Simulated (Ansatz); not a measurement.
# Profile along the Se–Cd line in CdSe (zinc blende)

CdSe (zinc blende), conventional cell a = b = c = 6.1963 Å, α = β = γ = 90.00°. The calculation uses the primitive cell of 2 atoms, to which meshes and values per cell refer.

Fields along a shortest Se–Cd line of a {110} plane (2.68 Å), from Se to Cd, interpolated on the slice's grid (step about 0.2 Å). All values below come from PBE (plane waves to 420 eV, PAW, scalar-relativistic; Ansatz, a first-principles code). k mesh 9×9×9. Near the nuclei the fields are pseudised (PAW); where an atom keeps semicore shells as valence, they peak there. CdSe was relaxed with its symmetry unable to fall.

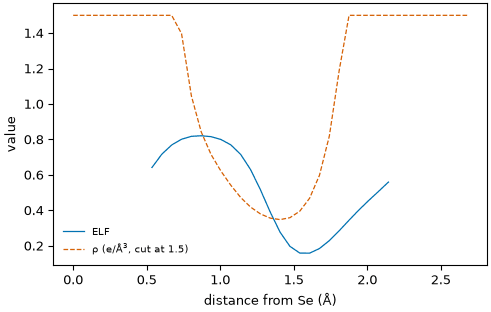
Figure: ELF (away from the nuclei) and valence density from Se to Cd.

Density on the Se–Cd line (2.68 Å) at its density minimum, 1.4 Å from Se: 0.35 e/Å³. ELF at that point: 0.3. Element round which the density of the highest valence band (whole band, smooth part) is largest on this plane: Se.
